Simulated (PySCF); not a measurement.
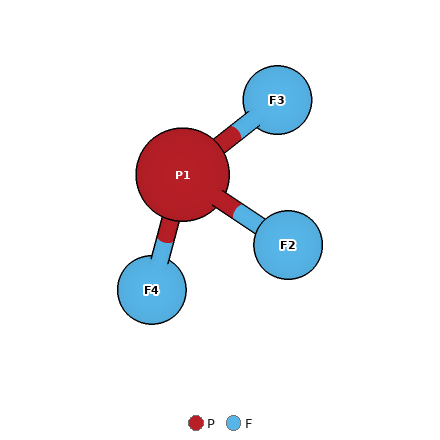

PF₃, SMILES FP(F)F. Vertical core-electron binding energies by ΔSCF (SCAN, pcX-2 on the ionised atom, pcseg-1 elsewhere, spin-free X2C; PySCF 2.14.0, at a PBE0-D3(BJ)/def2-SVP geometry (no frequency check)), gas phase, against the vacuum level. One atom of each kind was ionised; within a panel, areas follow the number of like atoms and 2j + 1 (2p levels are split by first-order spin-orbit coupling, an approximation), each panel is scaled alone, Gaussians of 0.6 eV full width. Only the regions named are shown.

Question: Predict the P 2p, P 1s and F 1s photoelectron lines.

Answer:
```
  level       atoms  binding energy (eV)
P 2p1/2          P1                142.7
P 2p3/2          P1                141.8
   P 1s          P1               2156.0
   F 1s  F2, F3, F4                693.9
```

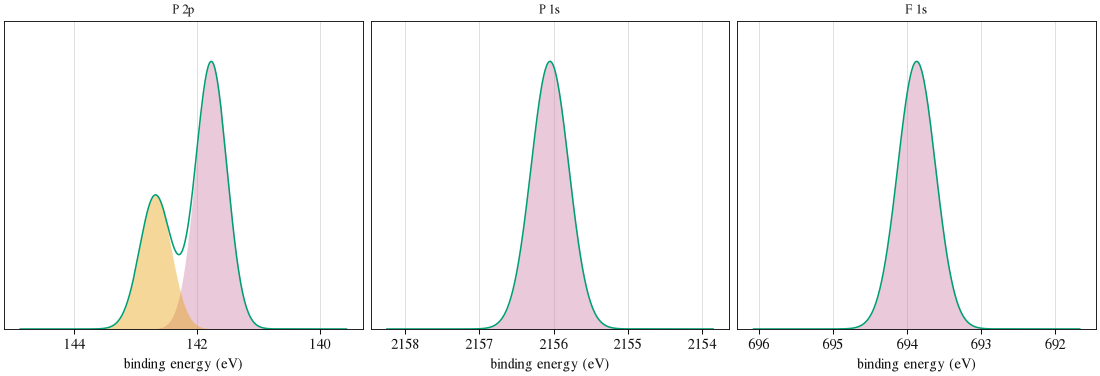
